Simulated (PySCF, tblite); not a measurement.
# C9H6BrN: excited states

What do calculations give for the excited states of C9H6BrN (`N#C/C=C1/C=CC=C(Br)C=C1`)?

Programs: tblite 0.8.0 and PySCF 2.14.0, with routines of our own; each step states its level. All values are computed. Atoms count from 0.

## Step 1: The system as given

17 atoms, charge 0, multiplicity 1; geometry from: force field or distance geometry start.

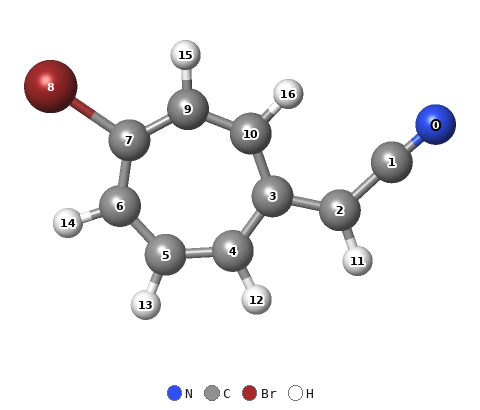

The starting geometry (nitrogen blue, carbon grey, bromine red, hydrogen white).

## Step 2: Geometry optimisation with GFN2-xTB

Job settings and geometry (Å):

```
{"job": {"kind": "relax", "xc": "GFN2-xTB", "basis": "xTB"}, "charge": 0, "multiplicity": 1}
N      4.203200     0.952600    -0.101300
C      3.283700     0.245100     0.004800
C      2.190900    -0.649900     0.160900
C      0.867300    -0.309800     0.064200
C      0.009700    -1.347100     0.253700
C     -1.332800    -1.358300     0.221200
C     -2.182900    -0.347400     0.018800
C     -1.916400     0.949300    -0.207000
Br    -3.420800     2.092100    -0.449900
C     -0.711300     1.507000    -0.288300
C      0.507800     0.958700    -0.171000
H      2.484600    -1.673800     0.353600
H      0.427600    -2.335900     0.446900
H     -1.787200    -2.333300     0.392300
H     -3.240100    -0.629600     0.058100
H     -0.694400     2.584500    -0.478300
H      1.304200     1.708000    -0.288600
```

Launch:

```sh
OMP_NUM_THREADS=1 python excited_run.py task.json out
```

One launch serves the whole session: the jobs run in the order shown.

What it wrote:

```text
step      E/eV     max force
  0    -794.30098    4.555
  1    -794.81607    2.727
  2    -795.01042    3.655
  3    -795.05155    3.608
  4    -795.16574    0.703
  5    -795.19709    0.493
  6    -795.21464    0.229
  7    -795.21804    0.192
  8    -795.22032    0.160
  9    -795.22346    0.126
 10    -795.22489    0.129
 11    -795.22584    0.121
 12    -795.22647    0.105
 13    -795.22714    0.074
 14    -795.22773    0.063
 15    -795.22815    0.055
 16    -795.22848    0.057
 17    -795.22885    0.057
 18    -795.22929    0.061
 19    -795.22971    0.047
 20    -795.22999    0.048
 21    -795.23018    0.050
 22    -795.23038    0.041
 23    -795.23062    0.043
 24    -795.23085    0.036
 25    -795.23106    0.040
 26    -795.23128    0.040
 27    -795.23149    0.035
 28    -795.23163    0.032
 29    -795.23170    0.018
 30    -795.23174    0.015
 31    -795.23177    0.020
 32    -795.23180    0.017
 33    -795.23182    0.009
```

Run time: 0.27 s. Hardware: 1 thread of Intel Xeon 6975P-C, shared host.

Step by step: (not every step is listed)

| step | energy from step 0 (eV) | largest force (eV/Å) |
| --- | --- | --- |
| 0 | 0.0000 | 4.5547 |
| 1 | -0.5151 | 2.7269 |
| 2 | -0.7094 | 3.6547 |
| 3 | -0.7506 | 3.6078 |
| 4 | -0.8648 | 0.7027 |
| 5 | -0.8961 | 0.4931 |
| 6 | -0.9137 | 0.2292 |
| 7 | -0.9171 | 0.1924 |
| 8 | -0.9193 | 0.1603 |
| 10 | -0.9239 | 0.1286 |
| 12 | -0.9255 | 0.1050 |
| 14 | -0.9267 | 0.0632 |
| 16 | -0.9275 | 0.0574 |
| 18 | -0.9283 | 0.0612 |
| 20 | -0.9290 | 0.0481 |
| 22 | -0.9294 | 0.0408 |
| 24 | -0.9299 | 0.0357 |
| 26 | -0.9303 | 0.0398 |
| 28 | -0.9307 | 0.0316 |
| 29 | -0.9307 | 0.0185 |
| 30 | -0.9308 | 0.0151 |
| 31 | -0.9308 | 0.0200 |
| 32 | -0.9308 | 0.0175 |
| 33 | -0.9308 | 0.0088 |

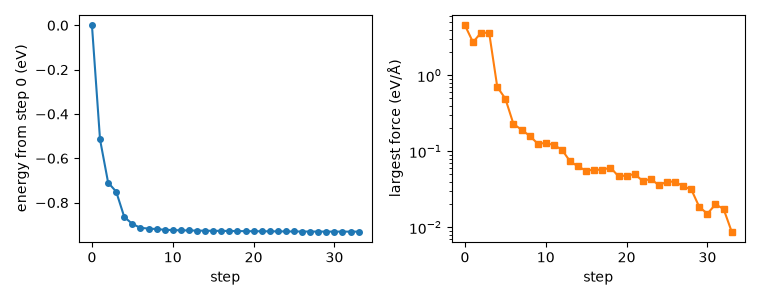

Energy and largest force along the relaxation.

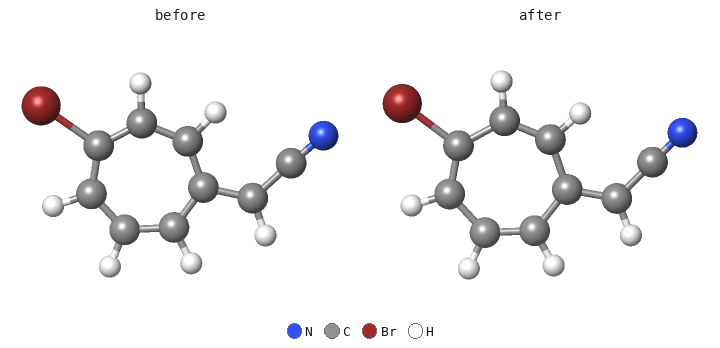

Before and after, at one scale.

Distances of close pairs at the start and the end, largest changes first:

| bond | before (Å) | after (Å) | change (Å) |
| --- | --- | --- | --- |
| C3–C10 | 1.339 | 1.447 | +0.107 |
| C7–C9 | 1.330 | 1.432 | +0.102 |
| C5–C6 | 1.336 | 1.428 | +0.091 |
| C3–C4 | 1.359 | 1.444 | +0.085 |
| C1–C2 | 1.421 | 1.395 | -0.026 |
| C10–H16 | 1.100 | 1.084 | -0.016 |
| N0–C1 | 1.165 | 1.151 | -0.014 |
| C6–H14 | 1.095 | 1.082 | -0.013 |

The final coordinates are the input of the step that follows.

## Step 3: Harmonic vibrations with GFN2-xTB

Job settings and geometry (Å):

```
{"job": {"kind": "ir", "xc": "GFN2-xTB", "basis": "xTB"}, "charge": 0, "multiplicity": 1}
N      4.138174     1.035040    -0.120648
C      3.282194     0.276390     0.005253
C      2.260841    -0.661629     0.160961
C      0.930419    -0.361764     0.083819
C     -0.016690    -1.436570     0.264694
C     -1.365757    -1.428388     0.238095
C     -2.270900    -0.345842     0.020846
C     -1.960940     0.949195    -0.211015
Br    -3.428121     2.156051    -0.460500
C     -0.673581     1.570555    -0.299773
C      0.543022     1.008100    -0.173772
H      2.591033    -1.673658     0.352368
H      0.449928    -2.397282     0.450971
H     -1.857674    -2.378397     0.404378
H     -3.319327    -0.611077     0.048865
H     -0.699580     2.634612    -0.495032
H      1.389962     1.676694    -0.279420
```

What it wrote:

```text
mode    cm-1     km/mol
  1      26.9      1.77
  2      99.5      5.72
  3      99.9      1.83
  4     170.3      2.18
  5     219.0      3.30
  6     237.7      0.47
  7     259.1      0.35
  8     333.6      4.57
  9     343.5      2.18
 10     384.3      0.27
 11     485.9      2.72
 12     502.7      0.11
 13     519.8      9.33
 14     545.6      9.62
 15     590.6      5.56
 16     756.5      4.84
 17     758.0      2.04
 18     793.1     45.26
 19     825.2      0.28
 20     836.5     15.17
 21     859.3      7.00
 22     884.1      0.19
 23     929.2      0.03
 24     951.0      0.08
 25     986.9      5.68
 26    1050.8      5.35
 27    1094.0     14.80
 28    1192.5      0.44
 29    1265.1      0.01
 30    1282.9      6.73
 31    1322.6      3.64
 32    1349.0      5.32
 33    1394.3     12.64
 34    1419.2     11.50
 35    1542.0    424.72
 36    1556.4     46.80
 37    1594.1      1.11
 38    1634.2     14.39
 39    2338.9    356.22
 40    3043.1      6.60
 41    3051.4      2.86
 42    3061.8     15.25
 43    3064.0     27.86
 44    3072.3      9.64
 45    3076.3     11.04
```

It took 0.67 s on 1 thread of Intel Xeon 6975P-C, shared host.

The strongest bands and the atoms that carry them (share of the mass-weighted mode):

| cm⁻¹ | km/mol | atoms |
| --- | --- | --- |
| 793 | 45.3 | H14 20 %, C3 17 %, H13 15 %, H12 10 % |
| 836 | 15.2 | C4 30 %, C6 25 %, C10 15 %, C9 10 % |
| 1094 | 14.8 | H11 19 %, C6 14 %, C2 12 %, H14 10 % |
| 1542 | 424.7 | C3 30 %, C2 24 %, C6 18 %, C7 16 % |
| 1556 | 46.8 | C2 23 %, C6 20 %, C7 18 %, C3 15 % |
| 2339 | 356.2 | C1 61 %, N0 38 % |
| 3062 | 15.2 | H13 61 %, H11 12 %, H14 12 % |
| 3064 | 27.9 | H11 79 % |

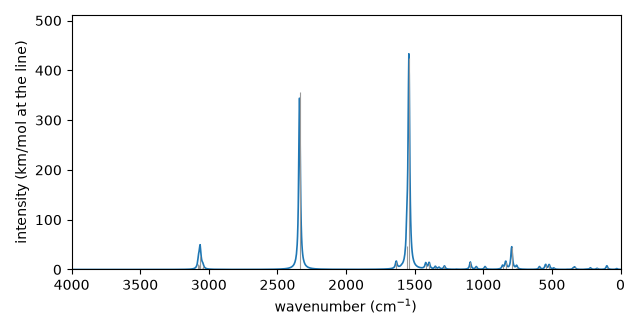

The infrared spectrum from these modes, unscaled. Lines are broadened to a width of 14 cm⁻¹ (Lorentzian).

## Step 4: Excited states: TDA wB97X-D/def2-SVP

Settings changed since step 3:

```diff
@@ -1,2 +1,2 @@
-{"job": {"kind": "ir", "xc": "GFN2-xTB", "basis": "xTB"}, "charge": 0, "multiplicity": 1}
+{"job": {"kind": "states", "xc": "wB97X-D", "basis": "def2-SVP", "tda": true, "soc": true, "nstates": 6, "ntriplets": 6, "nquad": 4}, "charge": 0, "multiplicity": 1}
 N      4.138174     1.035040    -0.120648
```

With the program's defaults for keys left out, this is: TDA wB97X-D/def2-SVP excited states, vertical, gas phase, spin-orbit mean-field couplings.

What it wrote:

```text
coarse grid: 73904 points
cycle   1  E = -2974.5970288502  dE =  1.246e+00  |g| = 5.817e-01  |ddm| = 5.385e+00
cycle   2  E = -2974.5341337268  dE =  6.290e-02  |g| = 8.528e-01  |ddm| = 1.492e+00
cycle   3  E = -2974.7006054546  dE = -1.665e-01  |g| = 7.279e-02  |ddm| = 7.512e-01
cycle   4  E = -2974.7013503698  dE = -7.449e-04  |g| = 6.426e-02  |ddm| = 1.870e-01
cycle   5  E = -2974.7024720393  dE = -1.122e-03  |g| = 1.594e-02  |ddm| = 8.327e-02
cycle   6  E = -2974.7025603744  dE = -8.834e-05  |g| = 4.840e-03  |ddm| = 2.823e-02
cycle   7  E = -2974.7025759374  dE = -1.556e-05  |g| = 2.398e-03  |ddm| = 1.247e-02
cycle   8  E = -2974.7025807781  dE = -4.841e-06  |g| = 1.025e-03  |ddm| = 7.306e-03
final grid: 157176 points
cycle   9  E = -2974.7023695478  dE = -2.897e-06  |g| = 1.107e-03  |ddm| = 8.133e-03
cycle  10  E = -2974.7023697591  dE = -2.113e-07  |g| = 1.085e-03  |ddm| = 2.600e-03
cycle  11  E = -2974.7023700325  dE = -2.734e-07  |g| = 1.729e-04  |ddm| = 1.148e-03
cycle  12  E = -2974.7023700670  dE = -3.455e-08  |g| = 1.239e-04  |ddm| = 5.482e-04
cycle  13  E = -2974.7023700798  dE = -1.278e-08  |g| = 5.105e-05  |ddm| = 3.679e-04
cycle  14  E = -2974.7023700817  dE = -1.947e-09  |g| = 2.752e-05  |ddm| = 1.558e-04
cycle  15  E = -2974.7023700822  dE = -4.493e-10  |g| = 9.243e-06  |ddm| = 7.150e-05
converged SCF energy = -2974.7023700822

Singlet excitations
state   eV       nm        f     d(h-e)  d(exc)  Lambda  PR(NTO)  |dmu|/D   mu/D   main configurations
  1   3.0162   411.1   0.03196   1.506   3.578   0.665   1.021    3.808    3.196   H->L 0.97
  2   4.3723   283.6   0.67657   0.634   3.556   0.785   1.311    2.005    6.526   H->L+1 0.84, H-3->L 0.09
  3   5.3055   233.7   0.00078   2.039   3.938   0.380   1.024    6.237    5.852   H->L+2 0.85, H-1->L+2 0.12
  4   5.4772   226.4   0.30486   1.717   3.669   0.584   1.190    4.857    7.874   H-1->L 0.89
  5   5.5393   223.8   0.00001   2.805   3.774   0.235   1.004                     H-2->L 0.97
  6   6.1419   201.9   0.00050   0.624   3.437   0.384   2.032                     H-4->L+1 0.54, H->L+3 0.34

Triplet excitations (Tamm-Dancoff)
state   eV     d(h-e)  d(exc)  Lambda  PR(NTO)   main configurations
  1   1.9226   0.774   3.227   0.665   1.059   H->L 0.92
  2   2.2474   0.134   3.276   0.794   1.063   H->L+1 0.93
  3   4.2226   0.454   2.811   0.666   1.236   H-1->L 0.43, H-3->L 0.38
  4   4.6230   0.113   2.980   0.666   1.330   H-3->L 0.40, H-1->L 0.34
  5   4.9520   1.506   3.585   0.400   1.021   H->L+2 0.72, H-1->L+2 0.24
  6   5.1792   0.970   3.566   0.614   1.356   H-1->L+1 0.59, H-5->L+1 0.19
S1 - T1 = 1.0936 eV

Spin-orbit couplings |<S|Hso|T>| (cm-1)
             T1       T2       T3       T4       T5       T6
S0        0.326    0.357    0.459    4.350  625.953    3.968
S1        0.015    0.093    0.129    0.166   77.271    0.136
S2        0.216    0.013    0.024    0.121    6.204    0.212
S3      117.238   27.327   35.957   57.274    0.786   22.336
S4        0.204    0.032    0.547    0.524   86.608    0.344
S5      235.075    6.885  415.445  477.820    9.092   19.752
S6       15.142    4.933   14.550   17.228    2.538   21.504
T1 sublevels (cm-1): 0.000 1.788 1.896   radiative rates (1/s): 0.0444 5.35 0.077
```

Run time: 49 s. Hardware: 1 thread of Intel Xeon 6975P-C, shared host; peak memory 0.98 GiB.

In short:

| quantity | value |
| --- | --- |
| S1 less T1 | 1.09 eV |

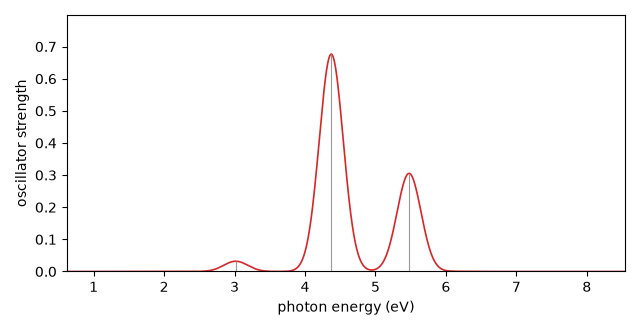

Absorption lines of the singlets. Lines are broadened to a width of 0.40 eV (Gaussian).

## Step 5: Results

| quantity | value |
| --- | --- |
| strongest single infrared mode (GFN2-xTB) | 1542 cm⁻¹, 425 km/mol |
| zero-point energy (GFN2-xTB) | 74.1 kcal/mol |
| S1 less T1 (step 4, TDA wB97X-D/def2-SVP) | 1.09 eV |

**Reading.** All 45 modes are real, so the xTB geometry is a minimum. The strongest single mode, at 1542 cm⁻¹, is spread over several atoms, C3, C2, C6, C7 among them. Unscaled tight-binding wavenumbers are off by several per cent, some by more. Its intensities can rank the bands wrongly. Scalar relativity is left out for the heavy atoms. In step 4, the number of triplets below S1 is 2, and the largest singlet-triplet spin-orbit coupling is S0–T5, 625.95 cm⁻¹.
